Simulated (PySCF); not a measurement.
# SnCl₃: doublet, from a T-shaped start

The task is one start of a wider search on SnCl₃: the doublet, from a T-shaped start. It is relaxed, tested by its Hessian and followed downhill if it is a saddle.

Computed with PySCF 2.14.0. Level: PBE0, basis Sn def2-SVP with ECP28, Cl def2-SVP, scalar-relativistic core potentials, no spin–orbit coupling, density fitting.

### Step 1. Starting geometry

4 atoms, charge 0, spin multiplicity 2.

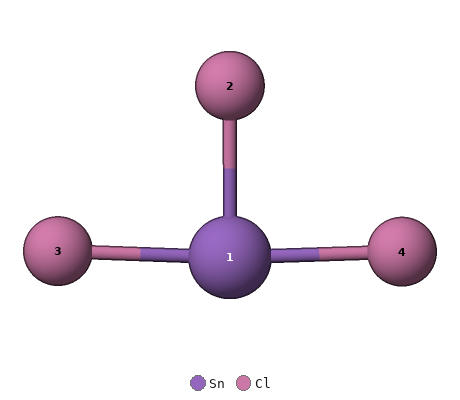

The starting geometry (tin purple, chlorine pink); atoms are numbered from 1 in the order of the file.

```xyz
4
charge 0 multiplicity 2
Sn    0.0000    0.0000   -0.3977
Cl    0.0000    0.0000    1.9923
Cl    2.3885    0.0000   -0.3143
Cl   -2.3885    0.0000   -0.3143
```

### Step 2. Relaxing the doublet from the T-shaped start

The steps below are one call of a driver around PySCF. For each, scf.py gives the equivalent set-up of the SCF; relaxations use the driver's own optimiser. Before each start the driver seeks the lowest SCF state from one or more starting densities and follows internal instabilities, so scf.py alone need not reach the same state.

The program finds C2v symmetry in the start, which this walk keeps.

File scf.py:

```python
from pyscf import gto, scf, dft
mol = gto.M(atom='''
Sn     0.000000     0.000000    -0.397709
Cl     0.000000     0.000000     1.992291
Cl     2.388500    -0.000000    -0.314309
Cl    -2.388500     0.000000    -0.314309''',
    basis={'Sn': 'def2-SVP', 'Cl': 'def2-SVP'},
    ecp={'Sn': 'def2-SVP'},
    charge=0, spin=1)
mf = dft.UKS(mol, xc='PBE0')
mf.grids.atom_grid = (50, 194)
aux = {'Sn': 'def2-universal-JKFIT', 'Cl': 'def2-universal-JKFIT'}
mf = mf.density_fit(auxbasis=aux)
mf.kernel()
```

The optimiser's trace:

| step | energy (Eh) | change (kJ/mol) | largest symmetric gradient (Eh/bohr) |
| --- | --- | --- | --- |
| 0 | -1594.096777 | 0.00 | 0.02277 |
| 1 | -1594.102149 | -14.10 | 0.01078 |
| 2 | -1594.106177 | -24.68 | 0.00826 |
| 3 | -1594.107431 | -27.97 | 0.00612 |
| 4 | -1594.108496 | -30.77 | 0.00448 |
| 5 | -1594.109183 | -32.57 | 0.00252 |
| 6 | -1594.109596 | -33.66 | 0.00218 |
| 7 | -1594.109815 | -34.23 | 0.00097 |
| 8 | -1594.109906 | -34.47 | 0.00154 |
| 9 | -1594.109970 | -34.64 | 0.00045 |
| 10 | -1594.109971 | -34.64 | 0.00005 |

The walk ran for 23 s (4 threads, shared host).

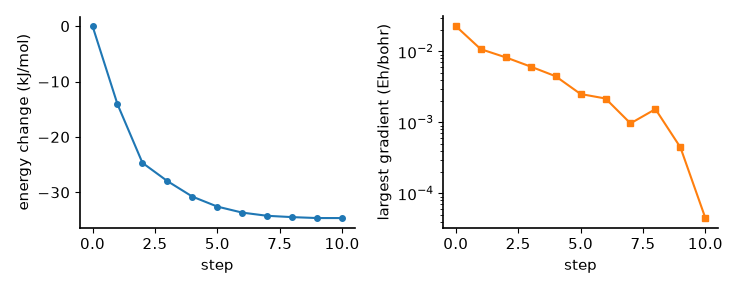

How energy and gradient fall.

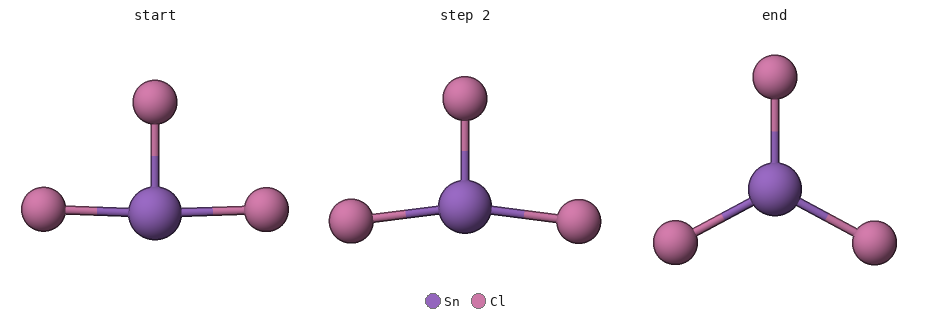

Start and end of the relaxation, with a step between.

End point (C2v, 10 steps, 34.6 kJ/mol gained): Sn–Cl 2.414 Å, Sn–Cl 2.425 Å (×2); Cl–Sn–Cl 118.3° (×2), Cl–Sn–Cl 123.4°.

### Step 3. Hessian and properties

On the finer grid the gradient is checked again; gradients at displacements of ±0.01 bohr then give force constants and infrared intensities.

scf.py, as its differences from that of step 2:

```diff
@@ -3,4 +3,4 @@
-Sn     0.000000     0.000000    -0.397709
-Cl     0.000000     0.000000     1.992291
-Cl     2.388500    -0.000000    -0.314309
-Cl    -2.388500     0.000000    -0.314309''',
+Sn    -0.000000    -0.000000     0.010044
+Cl     0.000000    -0.000000     2.430887
+Cl     2.097720    -0.000000    -1.198914
+Cl    -2.097720     0.000000    -1.198914''',
@@ -11 +11 @@
-mf.grids.atom_grid = (50, 194)
+mf.grids.atom_grid = (75, 302)
```

This SCF starts from the last density.

Log of the central SCF (cycles and frontier levels):

```text
init E= -1594.11006575915
[... the frontier-level lines of each cycle are left out ...]
cycle= 1 E= -1594.11006575916  delta_E= -4.77e-12  |g|= 6.59e-07  |ddm|= 2.66e-06
Extra cycle  E= -1594.11006575915  delta_E= 4.55e-12  |g|= 7.41e-07  |ddm|= 2.23e-06
converged SCF energy = -1594.11006575915  <S^2> = 0.75568146  2S+1 = 2.0056734
```

The whole step took 40 s.

Geometry: C2v; Sn–Cl 2.421 Å (×3); Cl–Sn–Cl 120.0° (×3).

Wavenumbers (cm⁻¹): 146i, 42, 43, 306, 330, 330. These are not to be trusted: the point is only loosely found or the SCF state changes between the displacements.

### Step 4. Downhill along the imaginary mode

The atoms are moved a little along the softest imaginary mode and relaxed again.

The program finds C3v symmetry in the start, which this walk keeps. Threshold on the gradient: 0.0003 Eh/bohr, with a further test on the energy change.

scf.py, as its differences from that of step 3:

```diff
@@ -3,4 +3,4 @@
-Sn    -0.000000    -0.000000     0.010044
-Cl     0.000000    -0.000000     2.430887
-Cl     2.097720    -0.000000    -1.198914
-Cl    -2.097720     0.000000    -1.198914''',
+Sn     0.000000     0.218645    -0.000018
+Cl    -0.001028    -0.249705     2.421073
+Cl     2.097206    -0.250000    -1.209617
+Cl    -2.096180    -0.249993    -1.211396''',
@@ -11 +11 @@
-mf.grids.atom_grid = (75, 302)
+mf.grids.atom_grid = (50, 194)
```

Steps of the walk:

| step | energy (Eh) | change (kJ/mol) | largest symmetric gradient (Eh/bohr) |
| --- | --- | --- | --- |
| 0 | -1594.117793 | 0.00 | 0.01718 |
| 1 | -1594.125619 | -20.55 | 0.01560 |
| 2 | -1594.129208 | -29.97 | 0.01230 |
| 3 | -1594.130072 | -32.24 | 0.00379 |
| 4 | -1594.130150 | -32.44 | 0.00019 |
| 5 | -1594.130153 | -32.45 | 0.00005 |

The walk took 11 s.

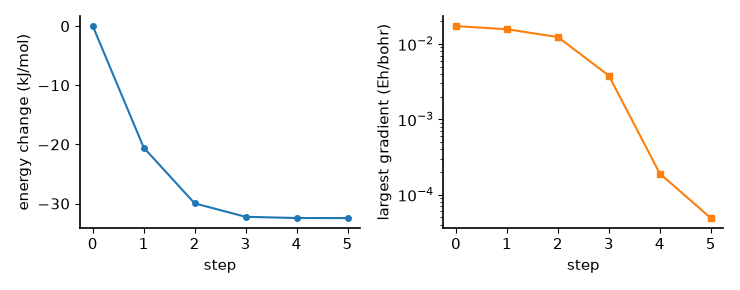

How energy and gradient fall.

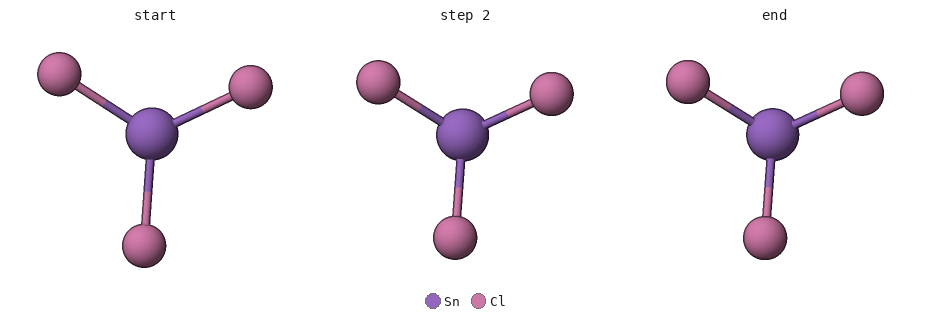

Start and end of the relaxation, with a step between.

It settles in C3v symmetry, 32.5 kJ/mol below the start, after 5 steps: Sn–Cl 2.363 Å (×3); Cl–Sn–Cl 107.6° (×3).

### Step 5. Is it a minimum? Harmonic modes

As before: finer grid, then central differences.

scf.py, as its differences from that of step 4:

```diff
@@ -3,4 +3,4 @@
-Sn     0.000000     0.218645    -0.000018
-Cl    -0.001028    -0.249705     2.421073
-Cl     2.097206    -0.250000    -1.209617
-Cl    -2.096180    -0.249993    -1.211396''',
+Sn     0.000001     0.393770    -0.000032
+Cl    -0.000936    -0.455012     2.204679
+Cl     1.909743    -0.455281    -1.101475
+Cl    -1.908809    -0.455274    -1.103095''',
@@ -11 +11 @@
-mf.grids.atom_grid = (50, 194)
+mf.grids.atom_grid = (75, 302)
```

SCF at the final geometry:

```text
init E= -1594.13012563462
[... the frontier-level lines of each cycle are left out ...]
cycle= 1 E= -1594.13012563456  delta_E= 6.37e-11  |g|= 1.52e-05  |ddm|= 3.69e-05
cycle= 2 E= -1594.13012563443  delta_E= 1.26e-10  |g|= 2.1e-05  |ddm|= 4.97e-05
cycle= 3 E= -1594.1301256347  delta_E= -2.7e-10  |g|= 3.08e-07  |ddm|= 2.89e-05
cycle= 4 E= -1594.1301256347  delta_E= -4.09e-12  |g|= 8.65e-08  |ddm|= 4.21e-07
Extra cycle  E= -1594.1301256347  delta_E= 6.82e-13  |g|= 4.15e-08  |ddm|= 3.01e-07
converged SCF energy = -1594.1301256347  <S^2> = 0.75416898  2S+1 = 2.0041646
```

The whole step took 24 s.

Geometry: C3v; Sn–Cl 2.362 Å (×3); Cl–Sn–Cl 107.8° (×3).

Modes, for the most abundant isotopes:

```csv
symmetry,ω (cm⁻¹),IR (km/mol),μ (u)
e,97,5.5,38.14
a1,115,7.0,46.41
a1,342,10.2,38.18
e,371,122,43.83
```

Every mode is real; the point is a minimum.

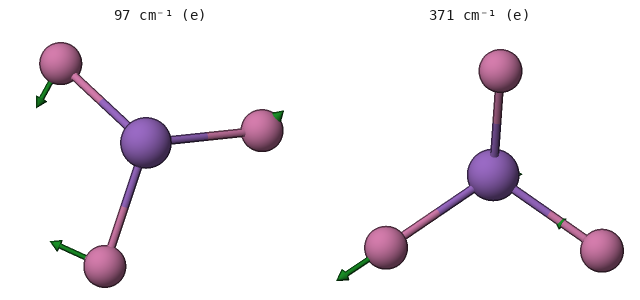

How the atoms move in 2 of the modes.

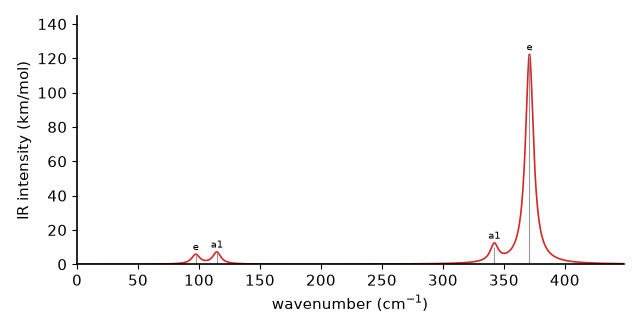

The harmonic infrared spectrum (widths in cm⁻¹). Lines are broadened to a width of 8 cm⁻¹ (Lorentzian).

Constants and moments:

```yaml
Dipole_moment: 2.15 D
Highest_occupied_level: -7.70 eV
Lowest_empty_level: -5.12 eV
Rotational_constants: 0.05709, 0.05709, 0.03306 cm⁻¹
Zero-point_energy: 8.3 kJ/mol
Principal_polarisabilities: 45.0, 74.0, 74.0 bohr³
Atomisation_energy_without_zero-point_energy: 946 kJ/mol
Principal_traceless_quadrupole_moments_about_the_centre_of_mass: -3.08, -3.08, 6.16 D Å
Entropy_at_298.15_K_and_1_bar_electronic_part_spin_only: 351.5 J/(mol K)
Heat_capacity_Cp_at_298.15_K: 77.2 J/(mol K)
Enthalpy_at_298.15_K_above_0_K: 18.41 kJ/mol
Rotational_symmetry_number: 3
Spin_squared_⟨S²⟩: 0.754
```

Populations by atom (charges in e):

```
   atom  Mulliken  Löwdin  polar tensor  spin (Mulliken)  Mayer order to Sn1
    Sn1      0.76    0.21          1.47             0.51                   –
Cl2,3,4     -0.25   -0.07         -0.49             0.16                1.02
```

Outer orbital energies (eV). α occupied: -11.30, -10.23, -9.65, -9.65, -9.38, -9.38, -9.23, -7.70; empty: -1.40, -0.62, -0.62, 3.52. β occupied: -10.88, -10.88, -9.96, -9.47, -9.47, -9.29, -9.29, -9.15; empty: -5.12, -1.09, -0.08, -0.08.

Mulliken populations on Sn1 (outside its core potential): s 3.46, p 7.52, d 10.26.

### Step 6. What came out

```
                                          quantity                                     value
                                           minimum                              doublet, C3v
                                          geometry  Sn–Cl 2.362 Å (×3); Cl–Sn–Cl 107.8° (×3)
                                wavenumbers (cm⁻¹)       97 (e), 115 (a1), 342 (a1), 371 (e)
                                     dipole moment                                    2.15 D
highest occupied, lowest empty level (either spin)                           -7.70, -5.12 eV
                        polar-tensor charge of Sn1                                   +1.47 e
                                 zero-point energy                                8.3 kJ/mol
                               entropy at 298.15 K                           351.5 J/(mol K)
         atomisation energy (no zero-point energy)                                946 kJ/mol
                                              ⟨S²⟩                                     0.754
```

From C2v at the start the molecule goes to a C3v minimum. In the infrared the band at 371 cm⁻¹ (e, stretch) leads. Most of the spin sits on Sn1 (Mulliken spin 0.51, against 1 for the whole molecule). Other starts or spin states, not run here, may lie lower. With an element this heavy the missing spin–orbit coupling can shift these numbers.

The search up to here ran for 1.7 min (4 threads, shared host).
